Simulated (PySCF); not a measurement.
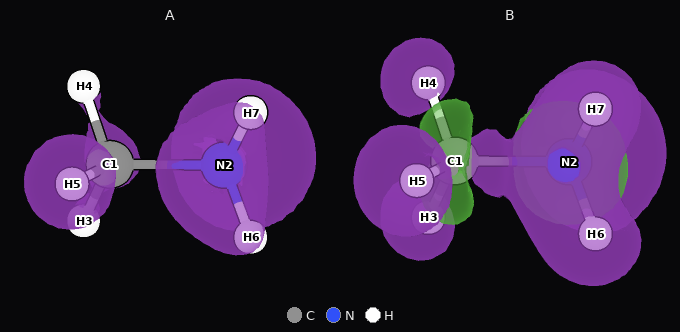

Figure. CH$_{5}$N, SMILES `CN`. The Fukui function f⁻ from two separate SCF calculations and the density of the HOMO, at ±0.03 e/Å³ (purple positive, green negative).

Computed with PySCF, B3LYP/def2-SVPD, geometry: GFN2-xTB. No frequency check shows the geometry to be a minimum.

Input

```python
import numpy as np
from pyscf import gto, scf, dft
from pyscf.scf import atom_ks, atom_hf
from scipy.linalg import block_diag

def solve(mol, dm0=None, hcore=None):
    mf = (dft.UKS if mol.spin else dft.RKS)(mol, xc='b3lyp')
    mf.grids.level = 3
    mf = mf.density_fit(auxbasis='def2-universal-jkfit')
    mf.conv_tol, mf.max_cycle = 1e-8, 80
    if hcore is not None:
        mf.get_hcore = lambda *args: hcore
    mf.kernel(dm0)
    if not mf.converged:
        mf = mf.newton().run(mf.mo_coeff, mf.mo_occ, max_cycle=30)
    assert mf.converged, 'SCF not converged'
    return mf

mol = gto.M(atom='''
C      0.70297     0.00004    -0.01586
N     -0.74311    -0.00008     0.12064
H      1.09860    -0.88406     0.48327
H      1.09890     0.88319     0.48403
H      1.06198     0.00053    -1.05538
H     -1.13793    -0.81842    -0.33099
H     -1.13764     0.81903    -0.33028
''', basis='def2-svpd', charge=0, spin=0, verbose=4)
mf = solve(mol)
out = dict(e0=mf.e_tot, dm0=mf.make_rdm1(), c=mf.mo_coeff, occ=mf.mo_occ, eps=mf.mo_energy)
for name, dq, spin in [('cation', 1, 1)]:
    ion = mol.copy().set(charge=mol.charge + dq, spin=spin).build()
    mi = solve(ion)
    if spin and dq > 0 and mol.nao < 130:
        c, _, stable, _ = mi.stability(return_status=True)
        if not stable:
            mi = solve(ion, mi.make_rdm1(c, mi.mo_occ))
    print(name, 'vertical energy change / eV', (mi.e_tot - mf.e_tot) * 27.211386)
    out.update({'e_' + name: mi.e_tot, 'dm_' + name: mi.make_rdm1(), 's2_' + name: mi.spin_square()[0], 'eps_' + name: mi.mo_energy, 'occ_' + name: mi.mo_occ})
# spherically averaged free atoms, for the promolecule
atm = atom_ks.get_atm_nrks(mol, xc='b3lyp')
pro = block_diag(*[(atm[a[0]][2] * atm[a[0]][3]) @ atm[a[0]][2].T for a in mol._atom])
np.savez('result.npz', pro=pro, **out)
```

Launched as:

```sh
OMP_NUM_THREADS=1 python input.py
```

The run took 28 s on 1 thread of AMD EPYC 7R43 64-Core Processor (Zen 3) (shared host), peak memory 0.43 GiB.

Partitions, critical points and surface values were worked out afterwards from this run's density.

Question: Which panel is which, and how good is the frozen-orbital picture?

Answer: B is f⁻ (it has negative regions), A the HOMO density. The HOMO lies on N2 (66 %), C1 (10 %) and H5 (8 %); f⁻ (Hirshfeld-condensed) is largest on N2 (0.39); the vertical ionisation energy is 9.63 eV. Relaxation shifts 29 % of the electron between atoms. The orbital energy is −6.60 eV.
